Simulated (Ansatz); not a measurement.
# BGeO (doublet): HSE06, B2PLYP, RPA-PBE over vertical spin and charge gaps and displaced geometries, cc-pVDZ, part 2 of 2

Ansatz 0.2.0, Gaussian basis; cc-pVDZ, all electrons in the functionals, frozen cores in the correlation of double hybrids and RPA.

## 8. B2PLYP, displaced geometry v1

Input file in.yaml:

```yaml
crystal:
  periodic: [false, false, false]
  atoms:
    - {symbol: B, position_ang: [-0.015433, -0.009008, -1.442160]}
    - {symbol: O, position_ang: [-0.016266, -0.025151, -0.170813]}
    - {symbol: Ge, position_ang: [0.031698, 0.034159, 1.612973]}
basis:
  gaussian: {orbitals: cc-pVDZ}
magnetization: {spin_polarized: true, initial_magnetization: 1}
hamiltonian: {xc: {name: B2PLYP}}
correlation: {electrons: outside_noble_gas}
```

Run with:

```
$ ansatz run in.yaml --threads 1 --pin off --events-out ev --progress --plain --max-ram 2393MiB
```

Standard output (excerpt; [...] marks lines left out):

```text
Functional definition: B2PLYP
  name "B2PLYP"
  cite "Grimme, J. Chem. Phys. 124, 034108 (2006) doi:10.1063/1.2148954"
  cite "Becke, Phys. Rev. A 38, 3098 (1988) doi:10.1103/PhysRevA.38.3098"
  cite "Lee, Yang & Parr, Phys. Rev. B 37, 785 (1988) doi:10.1103/PhysRevB.37.785"
[...]
589 factors; integrals over basis functions are off by at most 7.7e-4 eV
[...]
mean field -59222.74425234 eV, -2176.3957086558 hartree, gradient 9.7e-11 eV, S^2 0.755259; 5 other end points of the search recorded, 0 dependent functions left out
16 core orbitals not correlated: weight in the atoms' cores, before any rotation towards them, 0.991 or more for the frozen orbitals, at most 0.010 for the correlated occupied ones
reference -59222.74437680 eV, -2176.3957132296 hartree; 7, 6 occupied and 32, 33 virtual orbitals, 589 factors
second order -10.04823238 eV of doubles, -0.00000000 eV of singles
Total energy: -59225.45739955 eV, -2176.4954149765 hartree
```

Run time: 39 s. Hardware: 1 thread of Arm Neoverse V2, shared host.

From the report: ⟨S²⟩ of the determinant 0.755 (pure doublet: 0.75).

From charge 0, doublet: +1.5 kcal/mol.

## 9. B2PLYP, displaced geometry v2

Input file in.yaml:

```yaml
crystal:
  periodic: [false, false, false]
  atoms:
    - {symbol: B, position_ang: [0.084376, 0.005225, -1.468802]}
    - {symbol: O, position_ang: [-0.080498, 0.013599, -0.174709]}
    - {symbol: Ge, position_ang: [-0.003878, -0.018825, 1.643511]}
basis:
  gaussian: {orbitals: cc-pVDZ}
magnetization: {spin_polarized: true, initial_magnetization: 1}
hamiltonian: {xc: {name: B2PLYP}}
correlation: {electrons: outside_noble_gas}
```

Launched as before.

Standard output (excerpt; [...] marks lines left out):

```text
Functional definition: B2PLYP
  name "B2PLYP"
  cite "Grimme, J. Chem. Phys. 124, 034108 (2006) doi:10.1063/1.2148954"
  cite "Becke, Phys. Rev. A 38, 3098 (1988) doi:10.1103/PhysRevA.38.3098"
  cite "Lee, Yang & Parr, Phys. Rev. B 37, 785 (1988) doi:10.1103/PhysRevB.37.785"
[...]
589 factors; integrals over basis functions are off by at most 7.4e-4 eV
[...]
mean field -59222.77790825 eV, -2176.3969454876 hartree, gradient 2.0e-6 eV, S^2 0.755197; 6 other end points of the search recorded, 0 dependent functions left out
16 core orbitals not correlated: weight in the atoms' cores, before any rotation towards them, 0.994 or more for the frozen orbitals, at most 0.007 for the correlated occupied ones
reference -59222.77803220 eV, -2176.3969500426 hartree; 7, 6 occupied and 32, 33 virtual orbitals, 589 factors
second order -10.16754433 eV of doubles, -0.00000000 eV of singles
Total energy: -59225.52326917 eV, -2176.4978356405 hartree
```

It took 26 s on 1 thread of Arm Neoverse V2, shared host.

From the report: ⟨S²⟩ of the determinant 0.755 (pure doublet: 0.75).

From charge 0, doublet: 0.0 kcal/mol.

## 10. RPA-PBE, charge 0, doublet

Input file in.yaml:

```yaml
crystal:
  periodic: [false, false, false]
  atoms:
    - {symbol: B, position_ang: [0.000000, 0.000000, -1.463800]}
    - {symbol: O, position_ang: [0.000000, 0.000000, -0.181300]}
    - {symbol: Ge, position_ang: [0.000000, 0.000000, 1.645100]}
basis:
  gaussian: {orbitals: cc-pVDZ}
magnetization: {spin_polarized: true, initial_magnetization: 1}
hamiltonian: {xc: {name: PBE}}
correlation: {method: rpa, electrons: outside_noble_gas}
```

Launched as before.

Standard output (excerpt; [...] marks lines left out):

```text
Functional definition: PBE
  name "PBE"
  cite "Perdew, Burke & Ernzerhof, Phys. Rev. Lett. 77, 3865 (1996) doi:10.1103/PhysRevLett.77.3865"
  parent pbe
[...]
589 factors; integrals over basis functions are off by at most 7.6e-4 eV
[...]
mean field -59227.33189780 eV, -2176.5643015165 hartree, gradient 5.5e-7 eV, S^2 0.752504; 13 other end points of the search recorded, 0 dependent functions left out
16 core orbitals not correlated: weight in the atoms' cores, before any rotation towards them, 0.991 or more for the frozen orbitals, at most 0.012 for the correlated occupied ones
reference -59180.07486792 eV, -2174.8276377007 hartree; 7, 6 occupied and 32, 33 virtual orbitals, 589 factors
Total energy: -59193.57742450 eV, -2175.3238475025 hartree
```

It took 14 s on 1 thread of Arm Neoverse V2, shared host.

From the report: ⟨S²⟩ of the determinant 0.753 (pure doublet: 0.75).

## 11. RPA-PBE, charge 0, quartet

Edit in.yaml of step 10 so:

```diff
@@ -8,3 +8,3 @@
   gaussian: {orbitals: cc-pVDZ}
-magnetization: {spin_polarized: true, initial_magnetization: 1}
+magnetization: {spin_polarized: true, initial_magnetization: 3}
 hamiltonian: {xc: {name: PBE}}
```

The command is unchanged.

Standard output (excerpt; [...] marks lines left out):

```text
Functional definition: PBE
  name "PBE"
  cite "Perdew, Burke & Ernzerhof, Phys. Rev. Lett. 77, 3865 (1996) doi:10.1103/PhysRevLett.77.3865"
  parent pbe
[...]
589 factors; integrals over basis functions are off by at most 7.6e-4 eV
[...]
mean field -59225.74086542 eV, -2176.5058321553 hartree, gradient 1.0e-6 eV, S^2 3.768969; 4 other end points of the search recorded, 0 dependent functions left out
16 core orbitals not correlated: weight in the atoms' cores, before any rotation towards them, 0.969 or more for the frozen orbitals, at most 0.028 for the correlated occupied ones
reference -59177.92725696 eV, -2174.7487144533 hartree; 8, 5 occupied and 31, 34 virtual orbitals, 589 factors
Total energy: -59191.29510835 eV, -2175.2399739310 hartree
```

Wall time 4.5 s (1 thread of Arm Neoverse V2, shared host).

From the report: ⟨S²⟩ of the determinant 3.769 (pure quartet: 3.75).

From charge 0, doublet: +52.6 kcal/mol.

## 12. RPA-PBE, charge 1, triplet

Edit in.yaml of step 11 so:

```diff
@@ -8,3 +8,4 @@
   gaussian: {orbitals: cc-pVDZ}
-magnetization: {spin_polarized: true, initial_magnetization: 3}
+total_charge: 1
+magnetization: {spin_polarized: true, initial_magnetization: 2}
 hamiltonian: {xc: {name: PBE}}
```

Launched as before.

Standard output (excerpt; [...] marks lines left out):

```text
Functional definition: PBE
  name "PBE"
  cite "Perdew, Burke & Ernzerhof, Phys. Rev. Lett. 77, 3865 (1996) doi:10.1103/PhysRevLett.77.3865"
  parent pbe
[...]
589 factors; integrals over basis functions are off by at most 7.6e-4 eV
[...]
mean field -59218.92296016 eV, -2176.2552787581 hartree, gradient 8.8e-7 eV, S^2 2.012323; 4 other end points of the search recorded, 0 dependent functions left out
16 core orbitals not correlated: weight in the atoms' cores, before any rotation towards them, 0.986 or more for the frozen orbitals, at most 0.017 for the correlated occupied ones
reference -59172.32181171 eV, -2174.5427181400 hartree; 7, 5 occupied and 32, 34 virtual orbitals, 589 factors
Total energy: -59184.80964549 eV, -2175.0016375669 hartree
```

It took 3.8 s on 1 thread of Arm Neoverse V2, shared host.

From the report: ⟨S²⟩ of the determinant 2.012 (pure triplet: 2.00).

From charge 0, doublet: +202.2 kcal/mol.

## 13. RPA-PBE, displaced geometry v1

Input file in.yaml:

```yaml
crystal:
  periodic: [false, false, false]
  atoms:
    - {symbol: B, position_ang: [-0.015433, -0.009008, -1.442160]}
    - {symbol: O, position_ang: [-0.016266, -0.025151, -0.170813]}
    - {symbol: Ge, position_ang: [0.031698, 0.034159, 1.612973]}
basis:
  gaussian: {orbitals: cc-pVDZ}
magnetization: {spin_polarized: true, initial_magnetization: 1}
hamiltonian: {xc: {name: PBE}}
correlation: {method: rpa, electrons: outside_noble_gas}
```

Same command.

Standard output (excerpt; [...] marks lines left out):

```text
Functional definition: PBE
  name "PBE"
  cite "Perdew, Burke & Ernzerhof, Phys. Rev. Lett. 77, 3865 (1996) doi:10.1103/PhysRevLett.77.3865"
  parent pbe
[...]
589 factors; integrals over basis functions are off by at most 7.7e-4 eV
[...]
mean field -59227.25230188 eV, -2176.5613764205 hartree, gradient 1.4e-10 eV, S^2 0.752486; 10 other end points of the search recorded, 0 dependent functions left out
16 core orbitals not correlated: weight in the atoms' cores, before any rotation towards them, 0.986 or more for the frozen orbitals, at most 0.017 for the correlated occupied ones
reference -59180.06350734 eV, -2174.8272202071 hartree; 7, 6 occupied and 32, 33 virtual orbitals, 589 factors
Total energy: -59193.49441671 eV, -2175.3207970225 hartree
```

Run time: 41 s. Hardware: 1 thread of Arm Neoverse V2, shared host.

From the report: ⟨S²⟩ of the determinant 0.752 (pure doublet: 0.75).

From charge 0, doublet: +1.9 kcal/mol.

## 14. RPA-PBE, displaced geometry v2

Input file in.yaml:

```yaml
crystal:
  periodic: [false, false, false]
  atoms:
    - {symbol: B, position_ang: [0.084376, 0.005225, -1.468802]}
    - {symbol: O, position_ang: [-0.080498, 0.013599, -0.174709]}
    - {symbol: Ge, position_ang: [-0.003878, -0.018825, 1.643511]}
basis:
  gaussian: {orbitals: cc-pVDZ}
magnetization: {spin_polarized: true, initial_magnetization: 1}
hamiltonian: {xc: {name: PBE}}
correlation: {method: rpa, electrons: outside_noble_gas}
```

Same command.

Standard output (excerpt; [...] marks lines left out):

```text
Functional definition: PBE
  name "PBE"
  cite "Perdew, Burke & Ernzerhof, Phys. Rev. Lett. 77, 3865 (1996) doi:10.1103/PhysRevLett.77.3865"
  parent pbe
[...]
589 factors; integrals over basis functions are off by at most 7.4e-4 eV
[...]
mean field -59227.34319472 eV, -2176.5647166708 hartree, gradient 7.3e-10 eV, S^2 0.752693; 10 other end points of the search recorded, 0 dependent functions left out
16 core orbitals not correlated: weight in the atoms' cores, before any rotation towards them, 0.990 or more for the frozen orbitals, at most 0.012 for the correlated occupied ones
reference -59180.04094591 eV, -2174.8263910897 hartree; 7, 6 occupied and 32, 33 virtual orbitals, 589 factors
Total energy: -59193.59386044 eV, -2175.3244515123 hartree
```

It took 25 s on 1 thread of Arm Neoverse V2, shared host.

From the report: ⟨S²⟩ of the determinant 0.753 (pure doublet: 0.75).

From charge 0, doublet: -0.4 kcal/mol.

## 15. Against the wave-function levels

The yardstick is UCCSDT(Q), where the cluster series has nearly closed. It comes from earlier runs at the same points. Energies in kcal/mol, counted from charge 0, doublet; blanks weren't run or aren't comparable.

| level | doublet to quartet | ionisation to the singlet cation | ionisation to the triplet cation | displacement v1 | displacement v2 |
| --- | --- | --- | --- | --- | --- |
| UCCSDT(Q) |  | 176.7 | 196.2 | 1.7 | -0.3 |
| HSE06 |  |  | 196.0 |  |  |
| B2PLYP | 48.4 | 180.3 | 196.1 | 1.5 | 0.0 |
| RPA-PBE | 52.6 |  | 202.2 | 1.9 | -0.4 |

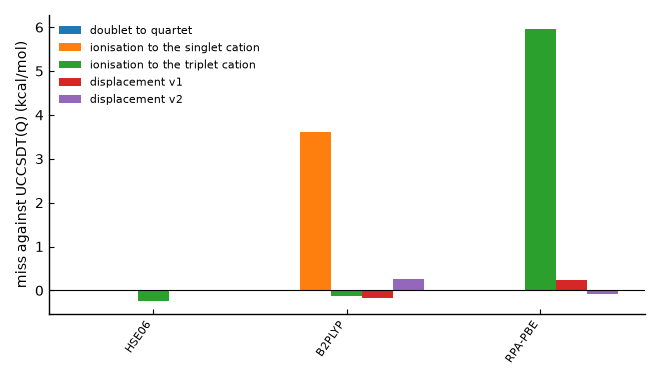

Misses of the gaps against UCCSDT(Q).

Largest miss and mean time a point (UCCSDT(Q) took 46 s a point; shared hosts):

| level | largest miss (kcal/mol) | where | time a point |
| --- | --- | --- | --- |
| HSE06 | -0.2 | ionisation to the triplet cation | 5.2 s |
| B2PLYP | +3.6 | ionisation to the singlet cation | 13 s |
| RPA-PBE | +6.0 | ionisation to the triplet cation | 17 s |

## 16. What came out

This closing draws on all 2 parts.

| quantity | value |
| --- | --- |
| ionisation to the singlet cation, UCCSDT(Q) | 176.7 kcal/mol |
| ionisation to the triplet cation, UCCSDT(Q) | 196.2 kcal/mol |
| displacement v1, UCCSDT(Q) | 1.7 kcal/mol |
| displacement v2, UCCSDT(Q) | -0.3 kcal/mol |
| largest miss, HSE06 | -0.2 kcal/mol (ionisation to the triplet cation) |
| largest miss, B2PLYP | +3.6 kcal/mol (ionisation to the singlet cation) |
| largest miss, RPA-PBE | +6.0 kcal/mol (ionisation to the triplet cation) |

In words: Misses are known at 4 of 5 points at best, and only functionals with that many are ranked. B2PLYP strays by up to 3.6 kcal/mol, at ionisation to the singlet cation. Functionals and the yardstick converge differently with the basis, so part of each miss in cc-pVDZ is the basis.
